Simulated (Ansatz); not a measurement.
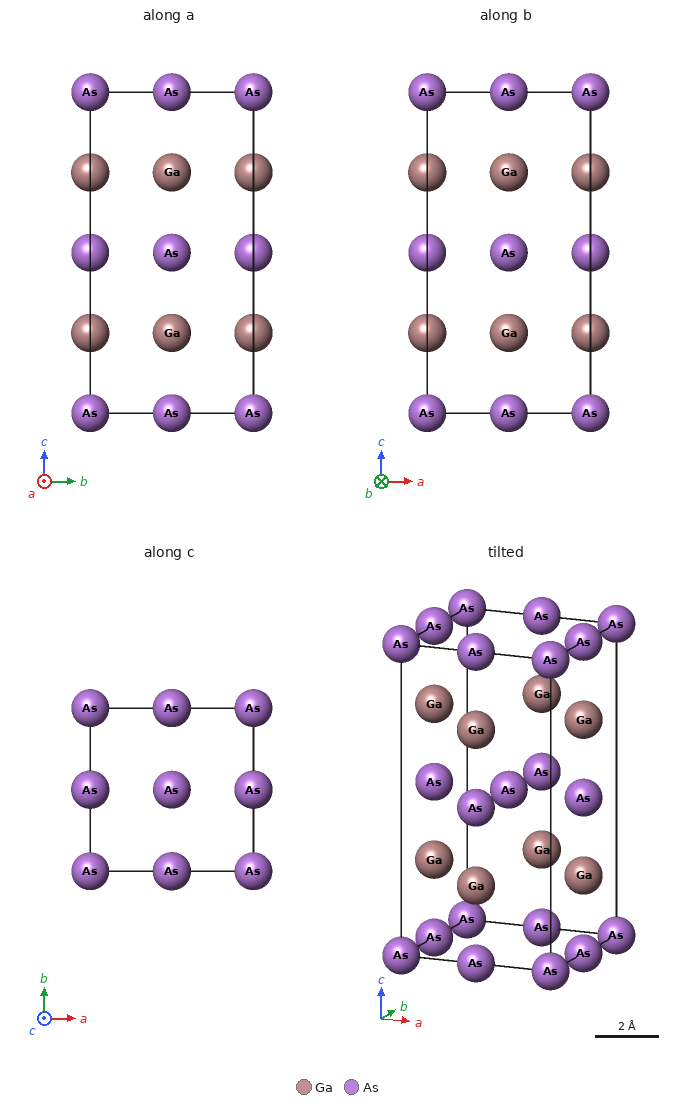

We look at a spheres-only model of the crystal along the a axis, along the b axis, along the c axis and slightly off an axis. The wireframe shows the conventional unit cell.

Lattice parameters: a = 5.1814 Å, b = 5.1814 Å, c = 10.1913 Å, α = 90.000°, β = 90.000°, γ = 90.000°.

Reconstruct the structure as a CIF with its space group and independent sites.

Answer.
```cif
data_structure
_symmetry_space_group_name_H-M 'I 4/m m m'
_symmetry_Int_Tables_number 139
_cell_length_a 5.1814
_cell_length_b 5.1814
_cell_length_c 10.1913
_cell_angle_alpha 90.000
_cell_angle_beta 90.000
_cell_angle_gamma 90.000
_cell_volume 273.60
loop_
_atom_site_label
_atom_site_type_symbol
_atom_site_symmetry_multiplicity
_atom_site_Wyckoff_symbol
_atom_site_fract_x
_atom_site_fract_y
_atom_site_fract_z
_atom_site_occupancy
Ga1 Ga 4 d 0.5000 0.0000 0.2500 1
As1 As 4 c 0.5000 0.0000 0.0000 1
As2 As 2 a 0.0000 0.0000 0.0000 1
```

The starting point was a random cell made by a generator, so it need not be a real form of the compound. Atoms and cell were optimised with Ansatz 0.2.0, DFT PBE, scalar-relativistic, plane waves, PAW.
